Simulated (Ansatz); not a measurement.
**WSe2: carrier doping**

Start from WSe2 (space group P6_3/mmc, No. 194; layered, stacked along the Cartesian z axis).

```cif
data_Se4W2
_chemical_formula_sum 'W2 Se4'
_space_group_name_H-M_alt 'P63/mmc'
_space_group_IT_number 194
_space_group_name_Hall '-P 6c 2c'
_cell_length_a 3.29989
_cell_length_b 3.29989
_cell_length_c 13.15129
_cell_angle_alpha 90.000
_cell_angle_beta 90.000
_cell_angle_gamma 120.000
loop_
_atom_site_label
_atom_site_type_symbol
_atom_site_symmetry_multiplicity
_atom_site_Wyckoff_symbol
_atom_site_fract_x
_atom_site_fract_y
_atom_site_fract_z
_atom_site_occupancy
W1 W 2 c 0.33333 0.66667 0.25000 1
Se1 Se 4 f 0.66667 0.33333 0.12336 1
```

Carriers are added at fixed cell with a uniform background; the Fermi–Dirac width is that of 300 K.

All numbers come from plane-wave PAW DFT at the r2SCAN+rVV10 level (Ansatz, a quantum-chemistry and plane-wave program, 500 eV), no spin-orbit coupling.

Notes on the quantities. Fermi level from band edge: Fermi level relative to the doped band's edge (positive inside the band; to 0.05 eV).

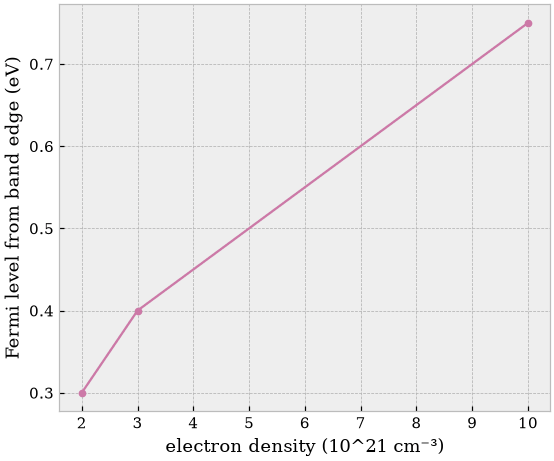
Figure. Fermi level from band edge against electron density

```tsv
electron density (10^21 cm⁻³)	Fermi level from band edge
2	+0.30 eV
3	+0.40 eV
10	+0.75 eV
```

Carriers are added with a uniform compensating background; total energy and stress of such cells depend on the potential's zero and are not compared; many-body gap narrowing is missing at this level. Stability against distortions was not tested.
